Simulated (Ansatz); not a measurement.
**Sn wire along [100], 45 atoms a period, H-terminated: bands by functional**

Wanted: the relaxed geometry and the bands of the Sn wire along [100], 45 atoms a period, H-terminated.

Main program and level: Ansatz 0.2.0; DFT PBE, plane waves, PAW; relaxation of a wire's period; PAW set soft_1, in the first sound run; inputs show where later runs differ.

## (1) The structure

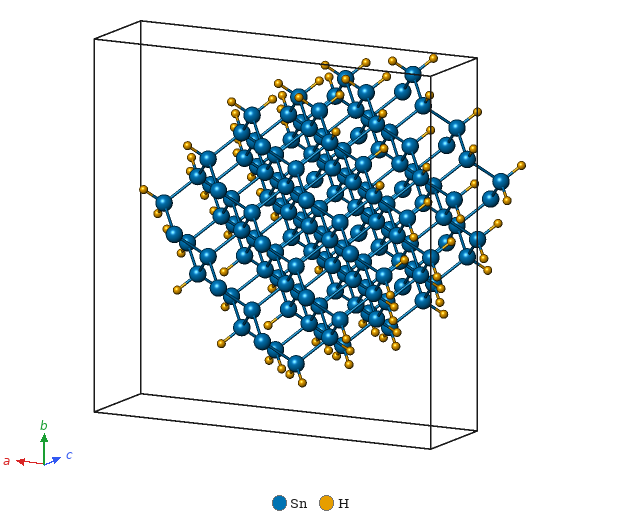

Start, viewed at a slant to the c axis; tin blue, hydrogen orange. 1×1×3 cells are drawn. Some periodic images of atoms are drawn too.

The cell holds 73 atoms: 45 Sn and 28 H. Its edges and angles: a = 25.446 Å, b = 25.446 Å, c = 6.650 Å, α = 90.0°, β = 90.0°, γ = 90.0°. Vacuum lies along a and b. The structure's axis is c.

## (2) The relaxed wire

Band widths follow the bond lengths, so the wire is relaxed first. The atoms and the third cell vector are free; the box across stays fixed as vacuum. A Fermi-Dirac smearing is set since the result may be a metal. The pressure printed is a third of the stress's trace over the whole box, vacuum included; only the stress along the axis is relaxed.

Input file input.yaml:

```yaml
crystal:
  lattice:
    - [25.446, 0.0, 0.0]
    - [0.0, 25.446, 0.0]
    - [0.0, 0.0, 6.65]
  atoms:
    - { symbol: Sn, position: [0.23865688, 0.499994615, 0.0] }
    - { symbol: Sn, position: [0.369325748, 0.369325748, 0.0] }
    - { symbol: Sn, position: [0.369325748, 0.630663482, 0.0] }
    - { symbol: Sn, position: [0.499994615, 0.23865688, 0.0] }
    - { symbol: Sn, position: [0.499994615, 0.499994615, 0.0] }
    - { symbol: Sn, position: [0.499994615, 0.76133235, 0.0] }
    - { symbol: Sn, position: [0.630663482, 0.369325748, 0.0] }
    - { symbol: Sn, position: [0.630663482, 0.630663482, 0.0] }
    - { symbol: Sn, position: [0.76133235, 0.499994615, 0.0] }
    - { symbol: H, position: [0.133616285, 0.39495402, 0.098065719] }
    - { symbol: H, position: [0.264285153, 0.264285153, 0.098065719] }
    - { symbol: H, position: [0.39495402, 0.133616285, 0.098065719] }
    - { symbol: H, position: [0.60503521, 0.866372944, 0.098065719] }
    - { symbol: H, position: [0.735704077, 0.735704077, 0.098065719] }
    - { symbol: H, position: [0.866372944, 0.60503521, 0.098065719] }
    - { symbol: Sn, position: [0.173322446, 0.434660181, 0.25] }
    - { symbol: Sn, position: [0.303991314, 0.303991314, 0.25] }
    - { symbol: Sn, position: [0.303991314, 0.565329049, 0.25] }
    - { symbol: Sn, position: [0.434660181, 0.173322446, 0.25] }
    - { symbol: Sn, position: [0.434660181, 0.434660181, 0.25] }
    - { symbol: Sn, position: [0.434660181, 0.695997916, 0.25] }
    - { symbol: Sn, position: [0.565329049, 0.303991314, 0.25] }
    - { symbol: Sn, position: [0.565329049, 0.565329049, 0.25] }
    - { symbol: Sn, position: [0.565329049, 0.826666783, 0.25] }
    - { symbol: Sn, position: [0.695997916, 0.434660181, 0.25] }
    - { symbol: Sn, position: [0.695997916, 0.695997916, 0.25] }
    - { symbol: Sn, position: [0.826666783, 0.565329049, 0.25] }
    - { symbol: H, position: [0.198950719, 0.670369643, 0.348065719] }
    - { symbol: H, position: [0.329619587, 0.801038511, 0.348065719] }
    - { symbol: H, position: [0.670369643, 0.198950719, 0.348065719] }
    - { symbol: H, position: [0.801038511, 0.329619587, 0.348065719] }
    - { symbol: H, position: [0.133616285, 0.474366342, 0.401934281] }
    - { symbol: H, position: [0.474366342, 0.133616285, 0.401934281] }
    - { symbol: H, position: [0.525622888, 0.866372944, 0.401934281] }
    - { symbol: H, position: [0.866372944, 0.525622888, 0.401934281] }
    - { symbol: Sn, position: [0.23865688, 0.369325748, 0.5] }
    - { symbol: Sn, position: [0.23865688, 0.630663482, 0.5] }
    - { symbol: Sn, position: [0.369325748, 0.23865688, 0.5] }
    - { symbol: Sn, position: [0.369325748, 0.499994615, 0.5] }
    - { symbol: Sn, position: [0.369325748, 0.76133235, 0.5] }
    - { symbol: Sn, position: [0.499994615, 0.369325748, 0.5] }
    - { symbol: Sn, position: [0.499994615, 0.630663482, 0.5] }
    - { symbol: Sn, position: [0.630663482, 0.23865688, 0.5] }
    - { symbol: Sn, position: [0.630663482, 0.499994615, 0.5] }
    - { symbol: Sn, position: [0.630663482, 0.76133235, 0.5] }
    - { symbol: Sn, position: [0.76133235, 0.369325748, 0.5] }
    - { symbol: Sn, position: [0.76133235, 0.630663482, 0.5] }
    - { symbol: H, position: [0.133616285, 0.525622888, 0.598065719] }
    - { symbol: H, position: [0.474366342, 0.866372944, 0.598065719] }
    - { symbol: H, position: [0.525622888, 0.133616285, 0.598065719] }
    - { symbol: H, position: [0.866372944, 0.474366342, 0.598065719] }
    - { symbol: H, position: [0.198950719, 0.329619587, 0.651934281] }
    - { symbol: H, position: [0.329619587, 0.198950719, 0.651934281] }
    - { symbol: H, position: [0.670369643, 0.801038511, 0.651934281] }
    - { symbol: H, position: [0.801038511, 0.670369643, 0.651934281] }
    - { symbol: Sn, position: [0.173322446, 0.565329049, 0.75] }
    - { symbol: Sn, position: [0.303991314, 0.434660181, 0.75] }
    - { symbol: Sn, position: [0.303991314, 0.695997916, 0.75] }
    - { symbol: Sn, position: [0.434660181, 0.303991314, 0.75] }
    - { symbol: Sn, position: [0.434660181, 0.565329049, 0.75] }
    - { symbol: Sn, position: [0.434660181, 0.826666783, 0.75] }
    - { symbol: Sn, position: [0.565329049, 0.173322446, 0.75] }
    - { symbol: Sn, position: [0.565329049, 0.434660181, 0.75] }
    - { symbol: Sn, position: [0.565329049, 0.695997916, 0.75] }
    - { symbol: Sn, position: [0.695997916, 0.303991314, 0.75] }
    - { symbol: Sn, position: [0.695997916, 0.565329049, 0.75] }
    - { symbol: Sn, position: [0.826666783, 0.434660181, 0.75] }
    - { symbol: H, position: [0.133616285, 0.60503521, 0.901934281] }
    - { symbol: H, position: [0.264285153, 0.735704077, 0.901934281] }
    - { symbol: H, position: [0.39495402, 0.866372944, 0.901934281] }
    - { symbol: H, position: [0.60503521, 0.133616285, 0.901934281] }
    - { symbol: H, position: [0.735704077, 0.264285153, 0.901934281] }
    - { symbol: H, position: [0.866372944, 0.39495402, 0.901934281] }
kpoints:
  mp_grid: { grid: [1, 1, 13] }
scf:
  occupations: { method: fermi_dirac, width: 0.05 }
hamiltonian:
  xc: pbe
  pseudopotentials: { kind: paw, azcp: { folder: soft_1 } }
relax:
  cell: { fix: [a, b, alpha, beta, gamma] }
  max_steps: 45
  f_tol: 0.03
```

Started as:

```console
> ansatz run input.yaml --threads 16 --pin off --max-ram 61440MiB --backend cuda --events-out ev --progress --plain --runs-dir out --max-vram 78GiB
```

Numbers of over 12 decimals in the logs are rounded to 6 here.

The log of the run:

```text
Engine: ansatz 0.2.0, aarch64-unknown-linux-gnu
Pseudopotentials: kind: paw
Pseudopotential: Sn, paw, valence charge 14, recommended cutoff 420 eV (normal), soft_1/Sn.paw.azcp
Pseudopotential: H, paw, valence charge 1, recommended cutoff 420 eV (normal), soft_1/H.paw.azcp
Functional definition: PBE
  parameter kappa = 0.804
  parameter beta = 0.066725
  exchange = pbe_x(kappa = kappa, mu = beta*pi^2/3)
  correlation = pbe_c(beta = beta)
[...]
Crystal: 73 atoms, lattice volume = 4305.868 Å³
Basis set: ecut = 420 eV, 83983 PW (Γ), exchange–correlation on 360×360×90 points (8 copies of the dense FFT grid, shifted against one another)
Bands: 402, of which v1, the nominal top of the filled ones, is band 329 counted from 1 (328 counted from 0)
Symmetry: 8 space group operations
Space group: P-42m (ITA 111), of the structure as read, at distance tolerance 1.6e-4 Å
k-points: 7 of 13
Non-local potential: Sn, projectors of the file, l = 0: 2, l = 1: 2, l = 2: 2, l = 3: 1
Non-local potential: H, projectors of the file, l = 0: 2, l = 1: 1
PAW form: soft (Blöchl's): semilocal exchange-correlation on the pseudo side does not see the compensation charge
PAW one-centre angular grid: Sn, 590 points (default); XC on 64 Gauss nodes
PAW one-centre angular grid: H, 110 points (default); XC on 64 Gauss nodes
Initial density: superposition of atomic densities (neutral atoms: chi_scale 0, normalization atom)
Initial wavefunctions: pseudopotential atomic-orbital guess
[...]
Functional: x = pbe(κ = 0.804, μ = 0.219515), c = pbe(β = 0.066725)
SCF iter   1: F=—  HF=-271532.983451 eV  |F-HF|=—  |Δ(HF+E_count)|=         —  Δρ=2.58e-2  dr2=3.12e1  ethr=3.10e-3  ⟨swp⟩=6.6  Hψ=11896  notcnv=0  defer=110
preconditioner: auto → Resta (q_TF=auto, 1.995 Å⁻¹)  ε∞=2.2  [insulator: Δε(μ)=0.558 eV  Ē_g=7.507 eV  σ=0.050 eV  W_gap=0.99  n_scr=576 (ndim 8)  ℏωp=8.2 eV  f_vac=0.513  D(μ)=0.03/eV (n_scr^D=0)  ε∞_Penn≈2.2  vacuum switching on, ρ_ref=4.1e-3 e/Å³]
SCF iter   2: F=—  HF=-271526.430953 eV  |F-HF|=—  |Δ(HF+E_count)|=    6.55e0  Δρ=1.05e-2  dr2=9.06e0  ethr=3.10e-3  ⟨swp⟩=2.6  Hψ=3770  notcnv=0  defer=424
[...]
SCF iter  12: F=-271524.903510 eV  HF=-271524.903510 eV  |F-HF|=1.08e-8  |Δ(HF+E_count)|=   2.49e-7  Δρ=3.56e-7  dr2=9.58e-9  ethr=1.52e-11  ⟨swp⟩=5.0  Hψ=8424  notcnv=0
SCF 1 converged in 12 iterations: F = -271524.903510 eV  dr2 = 9.58e-9
  greatest PAW one-centre occupation: 0.991 electrons in one spin orbital (limit 2), on the Sn atom at site 26 (counted from 0), in its partial waves of l = 2
relax step   1: F+E_penalty+E_count = -271524.90351045 eV  Δ(F+E_penalty+E_count) = +0.000e0 eV  max|allowed force component| = 1.651e-1 eV/Å  Δτ_max = 0.0000 Å  P = -0.302 GPa  Ω = 4305.868 Å³  fix = [a, b, alpha, beta, gamma]  reactions: a -0.312, b -0.312 GPa  (12 SCF iters, dr2 threshold 1.00e-7 eV, accepted)
[...]
Crystal: 73 atoms, lattice volume = 4271.831 Å³
Basis set: ecut = 420 eV, 83335 PW (Γ), exchange–correlation on 360×360×90 points (8 copies of the dense FFT grid, shifted against one another)
[...]
iter 1 solved again at ethr=1.51e-4 eV; its pass at ethr=3.10e-3 eV (dr2=9.97e-1 eV) is discarded
SCF iter   1: F=—  HF=-271524.745935 eV  |F-HF|=—  |Δ(HF+E_count)|=         —  Δρ=5.81e-3  dr2=9.98e-1  ethr=1.51e-4  ⟨swp⟩=9.4  Hψ=14764  notcnv=0  defer=9
preconditioner: auto → Resta (q_TF=auto, 1.998 Å⁻¹)  ε∞=1.6  [insulator: Δε(μ)=1.010 eV  Ē_g=18.938 eV  σ=0.050 eV  W_gap=1.00  n_scr=576 (ndim 8)  ℏωp=14.6 eV  f_vac=0.554  D(μ)=0.00/eV (n_scr^D=0)  ε∞_Penn≈1.6  vacuum switching on, ρ_ref=2.6e-2 e/Å³]
SCF iter   2: F=—  HF=-271524.618274 eV  |F-HF|=—  |Δ(HF+E_count)|=   1.28e-1  Δρ=2.84e-3  dr2=3.09e-1  ethr=1.51e-4  ⟨swp⟩=3.1  Hψ=3972  notcnv=0  defer=226
[...]
SCF iter   8: F=-271524.591438 eV  HF=-271524.591438 eV  |F-HF|=3.20e-7  |Δ(HF+E_count)|=   5.50e-6  Δρ=4.38e-6  dr2=1.58e-6  ethr=2.59e-10  ⟨swp⟩=3.9  Hψ=10735  notcnv=0
SCF 2 converged in 8 iterations: F = -271524.591438 eV  dr2 = 1.58e-6
  greatest PAW one-centre occupation: 0.991 electrons in one spin orbital (limit 2), on the Sn atom at site 4 (counted from 0), in its partial waves of l = 2
relax step   2: F+E_penalty+E_count = -271524.59143758 eV  Δ(F+E_penalty+E_count) = +3.121e-1 eV  max|allowed force component| = 7.666e-1 eV/Å  Δτ_max = 0.1940 Å  P = +0.281 GPa  Ω = 4271.831 Å³  energy of the carried Pulay correction = +2.636e-3 eV  fix = [a, b, alpha, beta, gamma]  (8 SCF iters, dr2 threshold 1.70e-6 eV, rejected (line search))
[...]
relax step   3: F+E_penalty+E_count = -271525.12056627 eV  Δ(F+E_penalty+E_count) = -2.171e-1 eV  max|allowed force component| = 5.943e-2 eV/Å  Δτ_max = 0.0945 Å  P = -0.102 GPa  Ω = 4295.518 Å³  energy of the carried Pulay correction = +7.995e-4 eV  fix = [a, b, alpha, beta, gamma]  reactions: a -0.119, b -0.119 GPa  (14 SCF iters, accepted)
[...]
relax step   4: F+E_penalty+E_count = -271525.16148358 eV  Δ(F+E_penalty+E_count) = -4.092e-2 eV  max|allowed force component| = 3.927e-2 eV/Å  Δτ_max = 0.0608 Å  P = -0.020 GPa  Ω = 4298.993 Å³  energy of the carried Pulay correction = +5.309e-4 eV  fix = [a, b, alpha, beta, gamma]  reactions: a -0.024, b -0.024 GPa  (9 SCF iters, dr2 threshold 2.21e-7 eV, accepted)
[...]
relax step   5: F+E_penalty+E_count = -271525.20283687 eV  Δ(F+E_penalty+E_count) = -4.135e-2 eV  max|allowed force component| = 3.630e-2 eV/Å  Δτ_max = 0.1085 Å  P = -0.004 GPa  Ω = 4302.670 Å³  energy of the carried Pulay correction = +2.468e-4 eV  fix = [a, b, alpha, beta, gamma]  reactions: a -0.007, b -0.007 GPa  (9 SCF iters, dr2 threshold 9.64e-8 eV, accepted)
[...]
relax step   6: F+E_penalty+E_count = -271525.21642452 eV  Δ(F+E_penalty+E_count) = -1.359e-2 eV  max|allowed force component| = 1.492e-2 eV/Å  Δτ_max = 0.0590 Å  P = -0.002 GPa  Ω = 4303.279 Å³  energy of the carried Pulay correction = +1.998e-4 eV  fix = [a, b, alpha, beta, gamma]  reactions: a -0.001, b -0.001 GPa  (8 SCF iters, dr2 threshold 8.23e-8 eV, accepted)
[...]
relax step   7: F+E_penalty+E_count = -271525.22053803 eV  Δ(F+E_penalty+E_count) = -4.114e-3 eV  max|allowed force component| = 2.569e-2 eV/Å  Δτ_max = 0.0802 Å  P = -0.006 GPa  Ω = 4302.300 Å³  energy of the carried Pulay correction = +2.754e-4 eV  fix = [a, b, alpha, beta, gamma]  reactions: a -0.003, b -0.003 GPa  (11 SCF iters, accepted)
[...]
relax step   8: F+E_penalty+E_count = -271525.22027398 eV  Δ(F+E_penalty+E_count) = +2.641e-4 eV  max|allowed force component| = 2.569e-2 eV/Å  Δτ_max = 0.0000 Å  P = -0.006 GPa  Ω = 4302.300 Å³  fix = [a, b, alpha, beta, gamma]  reactions: a -0.003, b -0.003 GPa  stress off target by 1.23e-2 GPa on what of the cell is left free  SCF on the basis re-selected at this cell (its energy is not comparable with the rows above)  (6 SCF iters)
[...]
- { symbol: Sn, position: [0.176160, 0.431145, 0.234366] }
    - { symbol: Sn, position: [0.306041, 0.306041, 0.256509] }
    - { symbol: Sn, position: [0.304540, 0.564549, 0.250442] }
    - { symbol: Sn, position: [0.431145, 0.176160, 0.234366] }
    - { symbol: Sn, position: [0.434678, 0.434678, 0.248549] }
    - { symbol: Sn, position: [0.435451, 0.695460, 0.250442] }
    - { symbol: Sn, position: [0.564549, 0.304540, 0.250442] }
    - { symbol: Sn, position: [0.565322, 0.565322, 0.248549] }
    - { symbol: Sn, position: [0.568855, 0.823840, 0.234366] }
    - { symbol: Sn, position: [0.695460, 0.435451, 0.250442] }
    - { symbol: Sn, position: [0.693959, 0.693959, 0.256509] }
    - { symbol: Sn, position: [0.823840, 0.568855, 0.234366] }
    - { symbol: H, position: [0.201176, 0.668702, 0.352894] }
    - { symbol: H, position: [0.331298, 0.798824, 0.352894] }
    - { symbol: H, position: [0.668702, 0.201176, 0.352894] }
    - { symbol: H, position: [0.798824, 0.331298, 0.352894] }
    - { symbol: H, position: [0.128851, 0.466176, 0.366219] }
    - { symbol: H, position: [0.466176, 0.128851, 0.366219] }
    - { symbol: H, position: [0.533824, 0.871149, 0.366219] }
    - { symbol: H, position: [0.871149, 0.533824, 0.366219] }
    - { symbol: Sn, position: [0.240516, 0.371215, 0.496481] }
    - { symbol: Sn, position: [0.240516, 0.628785, 0.503519] }
    - { symbol: Sn, position: [0.371215, 0.240516, 0.496481] }
    - { symbol: Sn, position: [0.370013, 0.5, 0.500000] }
    - { symbol: Sn, position: [0.371215, 0.759484, 0.503519] }
    - { symbol: Sn, position: [0.5, 0.370013, 0.500000] }
    - { symbol: Sn, position: [0.5, 0.629987, 0.500000] }
    - { symbol: Sn, position: [0.628785, 0.240516, 0.503519] }
    - { symbol: Sn, position: [0.629987, 0.5, 0.500000] }
    - { symbol: Sn, position: [0.628785, 0.759484, 0.496481] }
    - { symbol: Sn, position: [0.759484, 0.371215, 0.503519] }
    - { symbol: Sn, position: [0.759484, 0.628785, 0.496481] }
    - { symbol: H, position: [0.128851, 0.533824, 0.633781] }
    - { symbol: H, position: [0.466176, 0.871149, 0.633781] }
    - { symbol: H, position: [0.533824, 0.128851, 0.633781] }
    - { symbol: H, position: [0.871149, 0.466176, 0.633781] }
    - { symbol: H, position: [0.201176, 0.331298, 0.647106] }
    - { symbol: H, position: [0.331298, 0.201176, 0.647106] }
    - { symbol: H, position: [0.668702, 0.798824, 0.647106] }
    - { symbol: H, position: [0.798824, 0.668702, 0.647106] }
    - { symbol: Sn, position: [0.176160, 0.568855, 0.765634] }
    - { symbol: Sn, position: [0.304540, 0.435451, 0.749558] }
    - { symbol: Sn, position: [0.306041, 0.693959, 0.743491] }
    - { symbol: Sn, position: [0.435451, 0.304540, 0.749558] }
    - { symbol: Sn, position: [0.434678, 0.565322, 0.751451] }
    - { symbol: Sn, position: [0.431145, 0.823840, 0.765634] }
    - { symbol: Sn, position: [0.568855, 0.176160, 0.765634] }
    - { symbol: Sn, position: [0.565322, 0.434678, 0.751451] }
    - { symbol: Sn, position: [0.564549, 0.695460, 0.749558] }
    - { symbol: Sn, position: [0.693959, 0.306041, 0.743491] }
    - { symbol: Sn, position: [0.695460, 0.564549, 0.749558] }
    - { symbol: Sn, position: [0.823840, 0.431145, 0.765634] }
    - { symbol: H, position: [0.143223, 0.611164, 0.927554] }
    - { symbol: H, position: [0.266339, 0.733661, 0.893894] }
    - { symbol: H, position: [0.388836, 0.856777, 0.927554] }
    - { symbol: H, position: [0.611164, 0.143223, 0.927554] }
    - { symbol: H, position: [0.733661, 0.266339, 0.893894] }
    - { symbol: H, position: [0.856777, 0.388836, 0.927554] }
```

Elapsed: 35 s, on 1 × NVIDIA GB200 with 16 threads of Arm Neoverse V2, shared host; peak memory 2.1 GiB.

The steps of the relaxation:

| step | energy less that of the first step (eV) | largest force component (eV/Å) | pressure (GPa) | volume (Å³) |
| --- | --- | --- | --- | --- |
| 1 | 0.0000 | 0.1651 | -0.30 | 4305.87 |
| 2 | 0.3121 | 0.7666 | 0.28 | 4271.83 |
| 3 | -0.2171 | 0.0594 | -0.10 | 4295.52 |
| 4 | -0.2580 | 0.0393 | -0.02 | 4298.99 |
| 5 | -0.2993 | 0.0363 | 0.00 | 4302.67 |
| 6 | -0.3129 | 0.0149 | 0.00 | 4303.28 |
| 7 | -0.3170 | 0.0257 | -0.01 | 4302.30 |
| 8 | -0.3168 | 0.0257 | -0.01 | 4302.30 |

Relaxation step 2 was tried and not accepted.

Forces are held to the 8 operations that the run works with; a distortion that breaks them can't arise in this run.

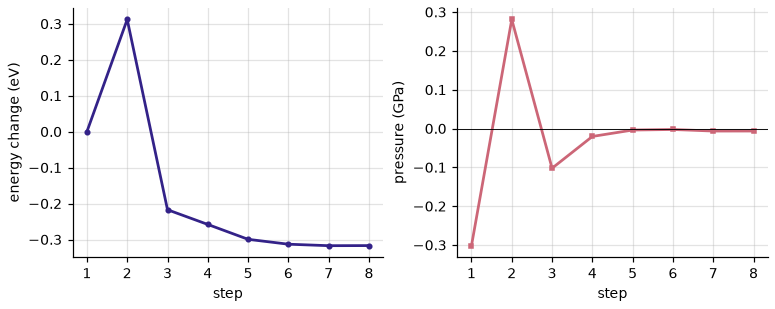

Energy and pressure along the relaxation.

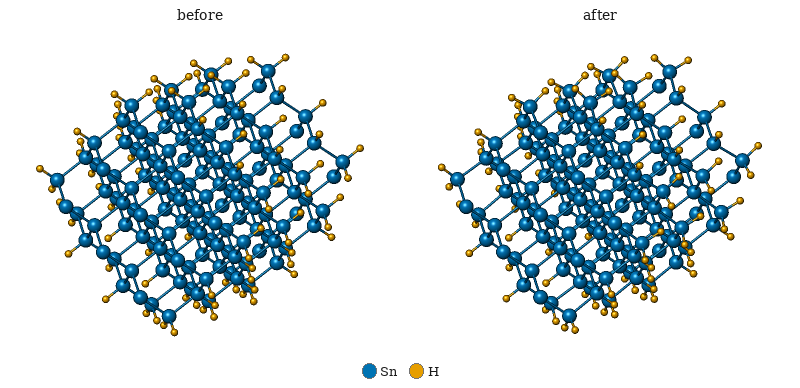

Before and after, at one scale.

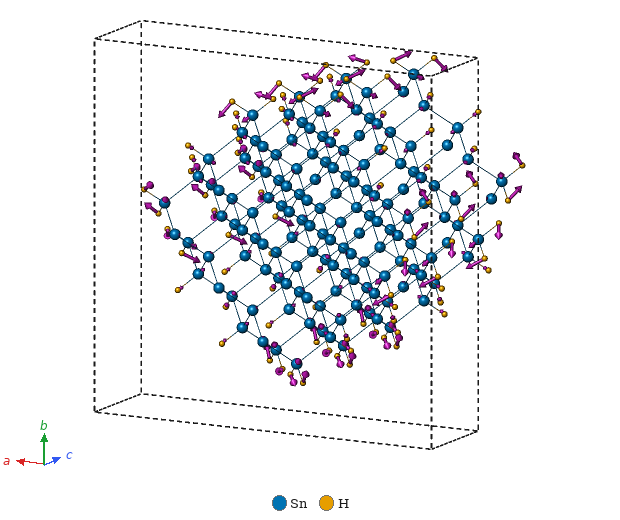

Displacements in the relaxation, exaggerated, measured against the changing cell; the longest in the cell stands for 0.34 Å. 1×1×3 cells are drawn. Some periodic images of atoms are drawn too.

| cell as run | before | after | change |
| --- | --- | --- | --- |
| c (Å) | 6.650 | 6.644 | -0.1 % |

The atoms that moved most (Å, along periodic axes as changes of fractional coordinates times the final cell, across vacuum about the mean position):

| atom | dx | dy | dz | length |
| --- | --- | --- | --- | --- |
| H49 | -0.209 | 0.121 | 0.237 | 0.338 |
| H51 | 0.121 | -0.209 | 0.237 | 0.338 |
| H35 | 0.121 | 0.209 | -0.237 | 0.338 |
| H34 | 0.209 | 0.121 | -0.237 | 0.338 |
| H32 | -0.121 | -0.209 | -0.237 | 0.338 |
| H33 | -0.209 | -0.121 | -0.237 | 0.338 |
| H50 | 0.209 | -0.121 | 0.237 | 0.338 |
| H48 | -0.121 | 0.209 | 0.237 | 0.338 |

Numbers from this step:

| Item | Value |
| --- | --- |
| cell length along the wire | 6.644 Å |

The cell's length comes to 6.644 Å with spin left out.

(Continued in part 2 of 2.)

[Logs are printed without paths, hosts, clocks, repeated set-up lines and the standing remarks that a program may print on its own settings, such as how far it seeks lower states.]

[Hosts, paths, dates, database ids (printed as entryN), source tags and the programs' standing remarks are cut or masked in the printed files.]
